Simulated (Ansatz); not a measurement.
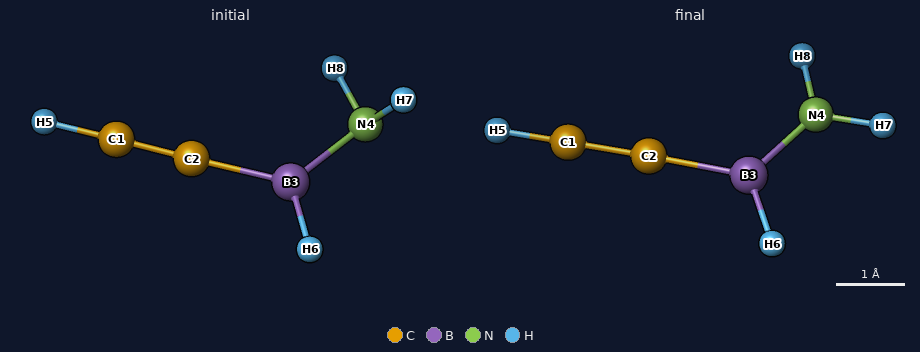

The structure of C2H4BN (coarse preliminary run) before (left) and after (right) a relaxation, at one scale.

A ball-and-stick model, seen at a tilt.

The start comes from a force field.

These are results of RKS PBE-D4/def2-SVP in Ansatz, not measurements. Settings: force threshold 0.03 eV/Å; at most 200 steps.

Question: Summarise the run.

Answer: The atom that moves furthest after the best rigid fit is H7 (0.63 Å). By element the largest moves are H 0.63 Å, N 0.27 Å, B 0.16 Å, C 0.15 Å. Near-neighbour distances that change, for instance: B3–N4 1.478 → 1.401 Å, C1–C2 1.154 → 1.230 Å, N4–H8 1.067 → 1.021 Å, C1–H5 1.116 → 1.082 Å. Among the angles between lasting bonds that change: B3–N4–H8 106.2° → 123.3°, B3–N4–H7 112.5° → 122.7°, H7–N4–H8 107.7° → 114.0°. Over 7 geometry steps the energy falls by 94.3 kJ/mol. Largest force component: 8 eV/Å at the start, 0.013 eV/Å at the end. Cost: 9.5 s on 2 threads of Arm Neoverse V1, on a shared host.
